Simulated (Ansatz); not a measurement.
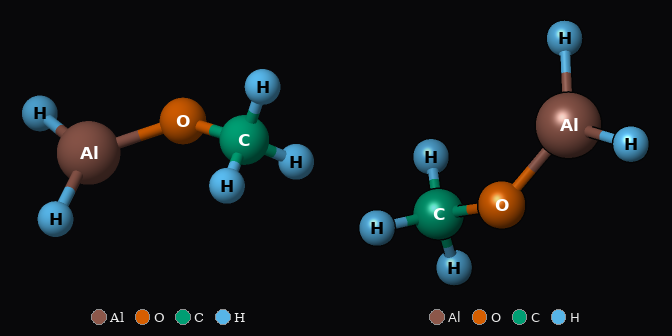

Both panels show the same species.

The geometry was computed by an optimisation with PBE0-D4/def2-TZVP.

Describe the molecule.

It has 8 atoms: 1 carbon, 5 hydrogen, 1 aluminium and 1 oxygen (CH₅AlO). This geometry has Cs symmetry. Coordination: 1 Al trigonal planar; 1 O bent; 1 C tetrahedral.

More results for the same structure follow; atom numbers are the same in all pictures, views and colours differ.

## Shape

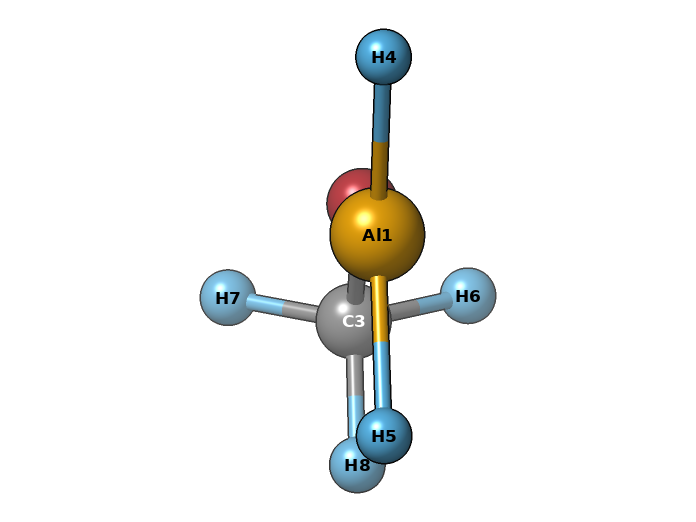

O2 lies behind Al1. The molecule seen nearly along the Al1–O2 bond, Al1 in front. Depth is shown by fading: the farther an atom, the more it takes the colour of the background.

**What is the torsion angle H4–Al1–O2–C3? The sign is positive where the front bond must turn clockwise to cover the back bond.**

180°, antiperiplanar (anti).

## Vibrations

Harmonic vibrations computed with RKS PBE0-D4/def2-TZVP (Ansatz 0.2.0) at a stationary point of the same level.

**List the wavenumbers.**

18 modes: 116, 151, 206, 551, 611, 705, 789, 1177, 1190, 1227, 1484, 1493, 1501, 1927, 1963, 3002, 3066, 3082 cm⁻¹.

## Charges

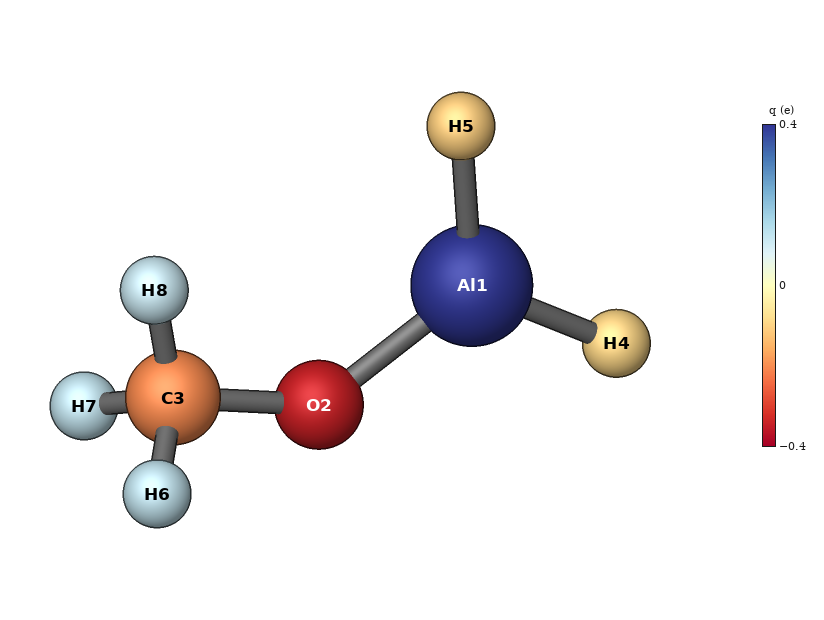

Atoms are coloured by their Mulliken charges. Method: RKS PBE0-D4/def2-TZVP (Ansatz 0.2.0).

**Which atom carries the highest charge (most positive or least negative)?**

Al1 (0.39 e).

**And the lowest?**

O2 (−0.34 e).

Give the Mulliken charges atom by atom.

| atom | value (e) |
| --- | --- |
| Al1 | 0.39 |
| O2 | −0.34 |
| C3 | −0.20 |
| H4 | −0.09 |
| H5 | −0.11 |
| H6 | 0.12 |
| H7 | 0.12 |
| H8 | 0.11 |

## Electronic properties

Properties computed with RKS r2SCAN0-D4/def2-TZVPP (Ansatz 0.2.0).

**Estimate the dispersion correction.**

−2.8 kJ/mol.

Mulliken values depend strongly on the basis set and can even reverse the polarity of a bond.
